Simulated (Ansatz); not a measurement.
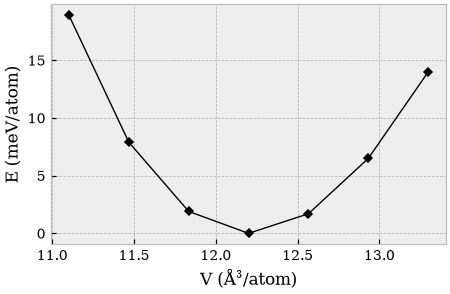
Li3BrO (anti-perovskite, Pm-3m) under volume change, PBEsol in the plane-wave PAW code Ansatz, scaled uniformly.

Task: What does a third-order Birch–Murnaghan fit give for V₀, B₀ and B′?

Result: V₀ = 12.20 Å³/atom, B₀ = 52.5 GPa, B′ = 4.1.

The workflow started from a Materials Project entry (that database holds measured and hypothetical structures alike); the Crystallography Open Database files this formula in space group No. 221, but the cells were not matched. Whether it is the stable phase at ambient conditions was not checked. The PBEsol relaxation kept the symmetry of its start; whether a distortion lowers the energy is not shown.

Potentials: the later of the program's two PAW sets.
